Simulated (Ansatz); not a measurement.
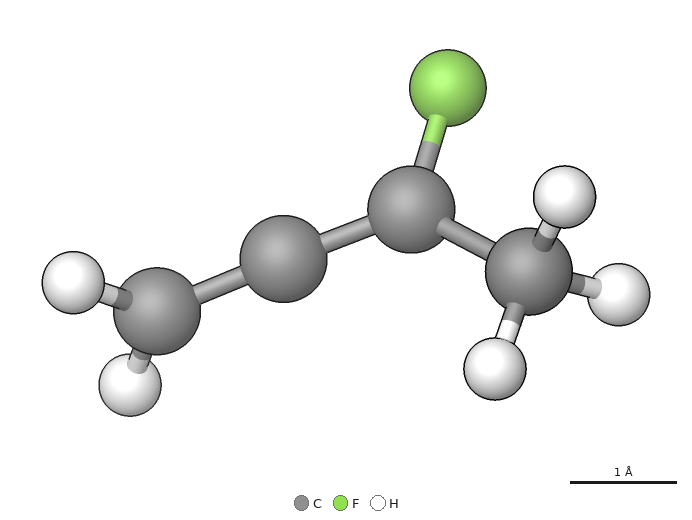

Ball-and-stick drawing of a structure. Every bond is drawn as one stick, whatever its order.

Computed geometry: PBE0-D4/def2-TZVP optimisation.

Identify the structure.

The molecule is C4H5F. As SMILES it reads `C=C=C(C)F`. It has no ring. Among its groups: C–F bond. This geometry has Cs symmetry. Coordination: 2 C trigonal planar; 1 C linear; 1 C tetrahedral.

The parts below concern this one geometry. Atoms keep their numbers from picture to picture.

Vibrations

Harmonic vibrations computed with RKS PBE0-D4/def2-TZVP (Ansatz 0.2.0) at a stationary point of the same level.

How many vibrational modes are there, and where do they lie?

Answer. 24 modes: 182, 193, 253, 390, 475, 619, 653, 777, 933, 997, 1024, 1057, 1226, 1325, 1407, 1462, 1467, 1508, 2105, 3050, 3112, 3126, 3164, 3200 cm⁻¹.

Electronic properties

Method: RKS r2SCANh-D4/def2-TZVPP (Ansatz 0.2.0).

What does the calculation give?

- HOMO energy (Kohn–Sham orbital): −6.52 eV
- LUMO energy (Kohn–Sham orbital): −0.78 eV
- HOMO–LUMO gap: 5.73 eV
- dispersion correction: −4.1 kJ/mol

Charges

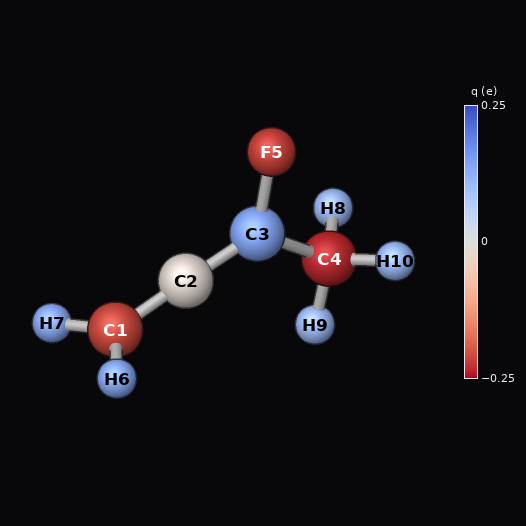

Atoms are coloured by their Mulliken charges. Method: RKS B3LYP-D4/def2-TZVPP (Ansatz 0.2.0).

Which atom carries the highest charge (most positive or least negative)?

Answer. C3 (0.13 e).

And the lowest?

Answer. C4 (−0.23 e).

List the Mulliken charges.

```csv
atom,value (e)
C1,−0.21
C2,−0.01
C3,0.13
C4,−0.23
F5,−0.21
H6,0.12
H7,0.12
H8,0.10
H9,0.09
H10,0.10
```

Mulliken values depend strongly on the basis set and can even reverse the polarity of a bond.
